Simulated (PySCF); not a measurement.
## BPNH5: geometry relaxation (part 1 of 3)

- system: BPNH5
- method: HF/MINAO, RHF (PySCF 2.14.0)

The atoms were displaced at random from an optimised geometry. Figures and captions count atoms from 1; the log counts them from 0 in places.

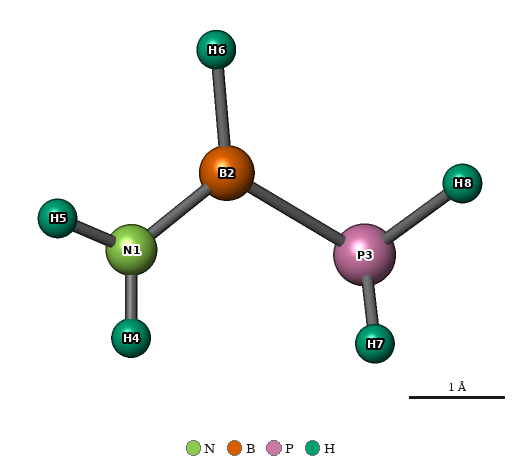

Fig. 1: The starting structure (ball-and-stick view, seen at a tilt; atoms are numbered from 1 in the order of the input). Bond lengths as drawn: B–H 1.32 Å, B–N 1.39 Å, B–P 1.94 Å, H–N 0.93 to 1.02 Å and H–P 1.20 to 1.49 Å.

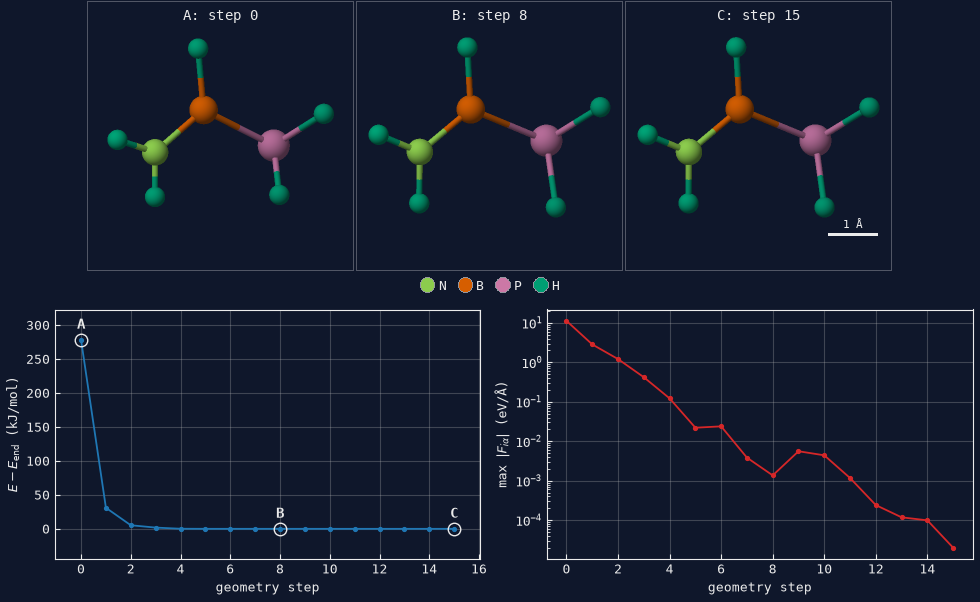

Fig. 2: Frames of the relaxation (ball-and-stick view, seen at a tilt) above the curves, on which the letters mark them (steps are counted from 0).

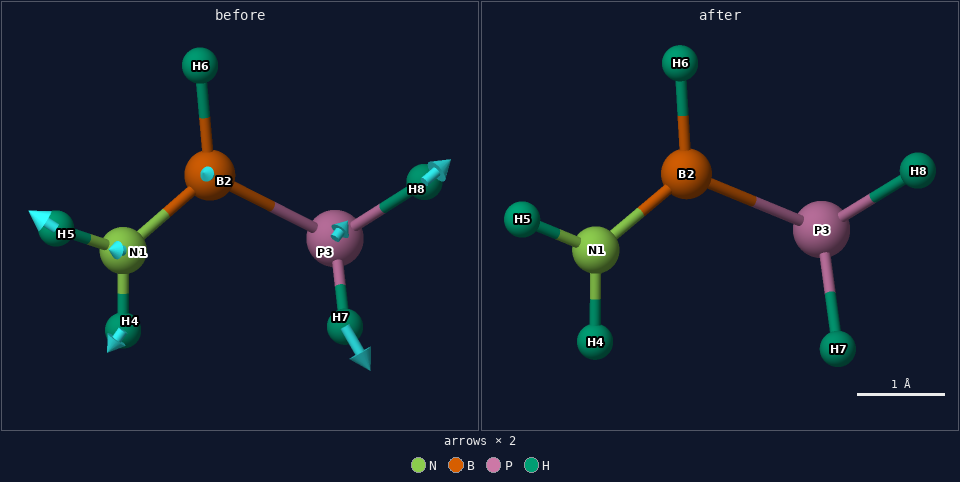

Fig. 3: Before (left) and after (right) the relaxation, at one scale (ball-and-stick view, seen at a tilt). The teal arrows give the displacements, magnified 2 times. The energy falls by 278.5 kJ/mol in 15 geometry steps. The largest force component goes from 11 to under 0.0001 eV/Å. The largest move after the best rigid fit is that of H7, 0.30 Å. By element the largest moves are H 0.30 Å, P 0.14 Å, N 0.11 Å, B 0.08 Å. Among the contacts that change: P3–H7 1.195 → 1.539 Å, N1–H4 0.928 → 1.078 Å, B2–P3 1.941 → 2.065 Å, N1–H5 1.021 → 1.078 Å. Among the angles that change: P3–B2–H6 124.7° → 118.2°, H4–N1–H5 108.5° → 114.4°, N1–B2–P3 117.9° → 122.3°. (Atoms are counted from 1 in the order of the input.)

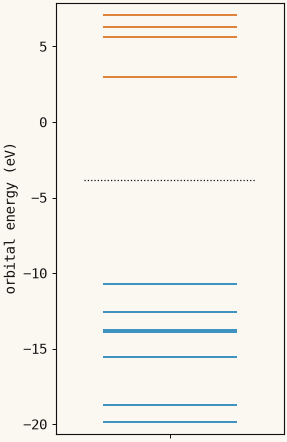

Fig. 4: Orbital energies near the frontier; the dotted line parts filled from empty levels, and levels within 0.02 eV of each other stand side by side. Highest filled −10.70 eV, lowest empty 3.00 eV, 13.70 eV apart.

The input and output of the run follow.

Input (job.py)
```python
from pyscf import gto
from pyscf import df
from pyscf.geomopt.geometric_solver import kernel as optimise

mol = gto.M(
    atom='''
N       -1.040722       0.612635      -0.411246
B        0.314034       0.506939      -0.098011
P        1.114356      -1.260920      -0.115033
H       -1.623126      -0.095653      -0.551865
H       -1.582802       1.476838      -0.377316
H        0.960282       1.618621       0.177408
H        0.189106      -1.829515       0.384268
H        1.734804      -1.054239       1.222297
''',
    max_memory=1860,
    verbose=3,
    charge=0,
    basis='minao',
)

mf = mol.RHF()
mf = mf.density_fit(auxbasis=df.aug_etb(mol, beta=2.0))
converged, mol_eq = optimise(mf, maxsteps=100, convergence_set='GAU_TIGHT')
print('converged:', converged)
print(mol_eq.tostring())

mf.reset(mol_eq)
mol = mol_eq
mf.kernel()
e_final = mf.e_tot
print('E = %.10f Eh' % e_final)
```

Launched with:
```bash
OMP_NUM_THREADS=1 python job.py
```

Output
```
#|     Arguments passed to driver run_optimizer():      |#
convergence_set           GAU_TIGHT
customengine              <pyscf.geomopt.geometric_solver.PySCFEngine object>
maxiter                   100
----------------------------------------------------------
Custom engine selected.
Bonds will be generated from interatomic distances less than 1.20 times sum of covalent radii
24 internal coordinates being used (instead of 24 Cartesians)
Internal coordinate system (atoms numbered from 1):
Distance 1-2
Distance 1-4
Distance 1-5
Distance 2-3
Distance 2-6
Distance 3-7
Distance 3-8
Angle 2-1-5
Angle 4-1-5
Angle 1-2-6
Angle 3-2-6
Angle 2-3-7
Angle 2-3-8
Angle 7-3-8
Out-of-Plane 1-2-4-5
Out-of-Plane 2-1-3-6
Dihedral 4-1-2-3
Dihedral 4-1-2-6
Dihedral 5-1-2-3
Dihedral 5-1-2-6
Dihedral 1-2-3-7
Dihedral 1-2-3-8
Dihedral 6-2-3-7
Dihedral 6-2-3-8
Translation-X 1-8
Translation-Y 1-8
Translation-Z 1-8
Rotation-A 1-8
Rotation-B 1-8
Rotation-C 1-8
<class 'geometric.internal.Distance'> : 7
<class 'geometric.internal.Angle'> : 7
<class 'geometric.internal.OutOfPlane'> : 2
<class 'geometric.internal.Dihedral'> : 8
<class 'geometric.internal.TranslationX'> : 1
<class 'geometric.internal.TranslationY'> : 1
<class 'geometric.internal.TranslationZ'> : 1
<class 'geometric.internal.RotationA'> : 1
<class 'geometric.internal.RotationB'> : 1
<class 'geometric.internal.RotationC'> : 1
> ===== Optimization Info: ====
> Job type: Energy minimization
> Maximum number of optimization cycles: 100
> Initial / maximum trust radius (Angstrom): 0.100 / 0.300
> Convergence Criteria:
> Will converge when all 5 criteria are reached:
>  |Delta-E| < 1.00e-06
>  RMS-Grad  < 1.00e-05
>  Max-Grad  < 1.50e-05
>  RMS-Disp  < 4.00e-05
>  Max-Disp  < 6.00e-05
> === End Optimization Info ===

Geometry optimization cycle 1
Cartesian coordinates (Angstrom)
 Atom        New coordinates             dX        dY        dZ
   N  -1.040722   0.612635  -0.411246    0.000000  0.000000  0.000000
   B   0.314034   0.506939  -0.098011    0.000000  0.000000  0.000000
   P   1.114356  -1.260920  -0.115033    0.000000  0.000000  0.000000
   H  -1.623126  -0.095653  -0.551865    0.000000  0.000000  0.000000
   H  -1.582802   1.476838  -0.377316    0.000000  0.000000  0.000000
   H   0.960282   1.618621   0.177408    0.000000  0.000000 -0.000000
   H   0.189106  -1.829515   0.384268    0.000000  0.000000  0.000000
   H   1.734804  -1.054239   1.222297    0.000000  0.000000  0.000000

WARN: Mole.unit (angstrom) is changed to Bohr

converged SCF energy = -422.484890593369
--------------- DFRHF_Scanner gradients ---------------
         x                y                z
0 N    -0.0951092297    -0.1109272430    -0.0234971445
1 B    -0.0093115813    -0.0358809677    -0.0038128834
2 P    -0.2192218926    -0.0919518517     0.1110277480
3 H     0.1133567666     0.1575384909     0.0317213253
4 H     0.0187581481    -0.0522942272    -0.0009632310
5 H    -0.0025650054     0.0051443230     0.0013051084
6 H     0.2098008429     0.1278047054    -0.1029691129
7 H    -0.0157080486     0.0005667702    -0.0128118098
----------------------------------------------
cycle 1: E = -422.484890593  dE = -422.485  norm(grad) = 0.453093
Step    0 : Gradient = 1.602e-01/2.664e-01 (rms/max) Energy = -422.4848905934
Hessian Eigenvalues: 2.30000e-02 2.30000e-02 2.56771e-02 ... 4.42157e-01 4.65426e-01 6.30329e-01

Geometry optimization cycle 2
Cartesian coordinates (Angstrom)
 Atom        New coordinates             dX        dY        dZ
   N  -1.069971   0.673083  -0.431260   -0.029249  0.060448 -0.020014
   B   0.306438   0.526900  -0.102267   -0.007596  0.019961 -0.004256
   P   1.206178  -1.253701  -0.111679    0.091822  0.007219  0.003354
   H  -1.704366  -0.140470  -0.603615   -0.081240 -0.044817 -0.051750
   H  -1.610599   1.586600  -0.388456   -0.027797  0.109762 -0.011140
   H   0.953079   1.628805   0.191041   -0.007203  0.010184  0.013633
   H   0.130097  -1.972381   0.435441   -0.059009 -0.142866  0.051173
   H   1.855076  -1.074130   1.241296    0.120272 -0.019891  0.018999
converged SCF energy = -422.579139983437
--------------- DFRHF_Scanner gradients ---------------
         x                y                z
0 N    -0.0053838554    -0.0075605123    -0.0045748942
1 B     0.0032432036    -0.0241264795    -0.0034872756
2 P    -0.0553671263    -0.0148187283     0.0278327855
3 H     0.0161165309     0.0254771857     0.0069833417
4 H     0.0009990042    -0.0148549752     0.0006531613
5 H    -0.0035252215     0.0022652510     0.0009357152
6 H     0.0514106631     0.0348544636    -0.0218623617
7 H    -0.0074931984    -0.0012362051    -0.0064804720
----------------------------------------------
cycle 2: E = -422.579139983  dE = -0.0942494  norm(grad) = 0.102006
Step    1 : Displace = 1.001e-01/1.628e-01 (rms/max) Trust = 1.000e-01 (=) Grad = 3.606e-02/6.585e-02 (rms/max) E (change) = -422.5791399834 (-9.425e-02) Quality = 0.843
Hessian Eigenvalues: 2.29999e-02 2.30001e-02 2.56747e-02 ... 4.64439e-01 4.72252e-01 6.69030e-01

Geometry optimization cycle 3
Cartesian coordinates (Angstrom)
 Atom        New coordinates             dX        dY        dZ
   N  -1.102513   0.675250  -0.416090   -0.032542  0.002167  0.015170
   B   0.284600   0.568166  -0.061436   -0.021838  0.041266  0.040830
   P   1.224166  -1.262735  -0.101377    0.017988 -0.009035  0.010302
   H  -1.756835  -0.137876  -0.634157   -0.052470  0.002594 -0.030543
   H  -1.605010   1.626719  -0.441789    0.005589  0.040119 -0.053334
   H   0.960387   1.662152   0.194676    0.007308  0.033346  0.003635
   H   0.109159  -2.059235   0.447219   -0.020938 -0.086855  0.011778
   H   1.951979  -1.097734   1.243456    0.096903 -0.023604  0.002160
converged SCF energy = -422.588942850743
--------------- DFRHF_Scanner gradients ---------------
         x                y                z
0 N    -0.0028706809    -0.0123265770    -0.0035409555
1 B     0.0038643872     0.0024333524     0.0019090655
2 P    -0.0235307707    -0.0145492216     0.0085653508
3 H     0.0031587905     0.0110310978     0.0020487510
4 H    -0.0005143293    -0.0024482309     0.0005263156
5 H    -0.0007100074     0.0009827281    -0.0001891572
6 H     0.0203743131     0.0139421869    -0.0101519356
7 H     0.0002282977     0.0009346642     0.0008325655
----------------------------------------------
cycle 3: E = -422.588942851  dE = -0.00980287  norm(grad) = 0.0435206
Step    2 : Displace = 6.431e-02/9.975e-02 (rms/max) Trust = 1.414e-01 (+) Grad = 1.539e-02/2.896e-02 (rms/max) E (change) = -422.5889428507 (-9.803e-03) Quality = 1.226
Hessian Eigenvalues: 2.29587e-02 2.30008e-02 2.57838e-02 ... 4.44206e-01 4.69532e-01 6.35497e-01

Geometry optimization cycle 4
Cartesian coordinates (Angstrom)
 Atom        New coordinates             dX        dY        dZ
   N  -1.134294   0.721158  -0.412043   -0.031781  0.045908  0.004047
   B   0.249770   0.551535  -0.063729   -0.034829 -0.016631 -0.002293
   P   1.255980  -1.261609  -0.098194    0.031815  0.001127  0.003183
   H  -1.741908  -0.139362  -0.639633    0.014927 -0.001485 -0.005475
   H  -1.622269   1.683578  -0.464522   -0.017259  0.056859 -0.022732
   H   0.951361   1.626434   0.199330   -0.009026 -0.035718  0.004654
   H   0.122181  -2.112892   0.463572    0.013023 -0.053657  0.016353
   H   1.985110  -1.094136   1.245720    0.033131  0.003598  0.002264
converged SCF energy = -422.590256550635
--------------- DFRHF_Scanner gradients ---------------
         x                y                z
0 N    -0.0051419473     0.0081644885    -0.0008577263
1 B    -0.0025470697    -0.0062742709    -0.0009629219
2 P    -0.0003549437    -0.0046844123     0.0033524001
3 H     0.0052435474    -0.0027235725     0.0012275575
4 H    -0.0006792857     0.0024592817    -0.0000158900
5 H    -0.0012054537     0.0001613408    -0.0003910089
6 H     0.0034450328     0.0038025363    -0.0023567043
7 H     0.0012401200    -0.0009053915     0.0000042938
----------------------------------------------
cycle 4: E = -422.590256551  dE = -0.0013137  norm(grad) = 0.0158973
Step    3 : Displace = 4.438e-02/6.420e-02 (rms/max) Trust = 2.000e-01 (+) Grad = 5.621e-03/9.687e-03 (rms/max) E (change) = -422.5902565506 (-1.314e-03) Quality = 0.626
Hessian Eigenvalues: 2.29332e-02 2.30089e-02 2.58072e-02 ... 4.47625e-01 4.69201e-01 6.32015e-01

Geometry optimization cycle 5
Cartesian coordinates (Angstrom)
 Atom        New coordinates             dX        dY        dZ
   N  -1.118970   0.691042  -0.405654    0.015323 -0.030116  0.006389
   B   0.268924   0.572350  -0.057838    0.019154  0.020815  0.005891
   P   1.243740  -1.248366  -0.109877   -0.012241  0.013243 -0.011684
   H  -1.756431  -0.150455  -0.640942   -0.014523 -0.011093 -0.001309
   H  -1.605921   1.652033  -0.460702    0.016348 -0.031545  0.003819
   H   0.971579   1.647679   0.205307    0.020218  0.021246  0.005976
   H   0.097407  -2.104764   0.465482   -0.024774  0.008128  0.001911
   H   1.965605  -1.084814   1.234727   -0.019505  0.009322 -0.010993
converged SCF energy = -422.590898631686
--------------- DFRHF_Scanner gradients ---------------
         x                y                z
0 N     0.0005920585    -0.0006562243     0.0002186680
1 B     0.0004207357     0.0023735285     0.0006052790
2 P     0.0008607549     0.0006386338    -0.0002051457
3 H    -0.0019068751    -0.0019754569    -0.0006303230
4 H     0.0008233746     0.0005959745    -0.0000068609
5 H     0.0005823078    -0.0000177747     0.0001390852
6 H    -0.0008503174    -0.0009422357     0.0005974126
7 H    -0.0005220389    -0.0000164453    -0.0007181153
----------------------------------------------
cycle 5: E = -422.590898632  dE = -0.000642081  norm(grad) = 0.00450343
Step    4 : Displace = 2.796e-02/3.590e-02 (rms/max) Trust = 2.000e-01 (=) Grad = 1.592e-03/2.817e-03 (rms/max) E (change) = -422.5908986317 (-6.421e-04) Quality = 0.789
Hessian Eigenvalues: 2.29610e-02 2.29952e-02 2.57716e-02 ... 4.47940e-01 4.68928e-01 6.35513e-01
```
